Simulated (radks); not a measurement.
The calculation used the in-house radial solver radks at this level: scalar-relativistic Kohn-Sham, SCAN, spin-polarised, spherical densities, finite nucleus. The occupation of the 5p shell is varied from Cs³⁺ ([Kr] 4d10 5s2 5p4 (high spin)) to Cs²⁺ ([Kr] 4d10 5s2 5p5 (high spin)), with spherical fractional occupations. Wanted, and plotted below: the total energy less the straight line between the end points, and the eigenvalue of 5p↓ (the dashed line is minus the energy to take the whole electron out).

The curve is convex (below the straight line), with the largest deviation among the points computed, −1.25 eV, at 0.5. The end points differ by 33.5 eV, the energy to take the electron out. The eigenvalue, which is the slope of the energy (Janak's theorem), moves from −38.5 eV at 0 to −28.6 eV at 1; for a straight line it would stay constant, and a parabola would sag by an eighth of this change, scaled to a whole electron, 1.24 eV. Convexity is the mark of the delocalisation error, which puts fractional charges too low; for p, d and f shells the spherical spreading of the fraction adds to it.

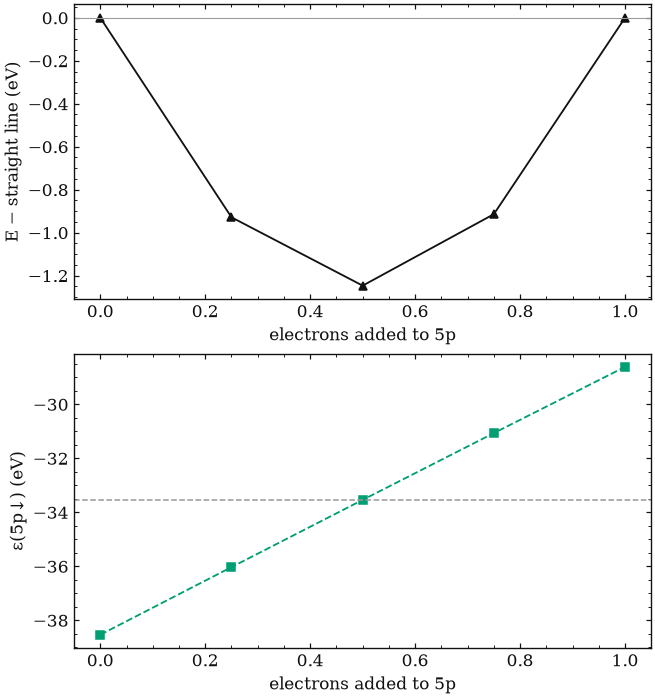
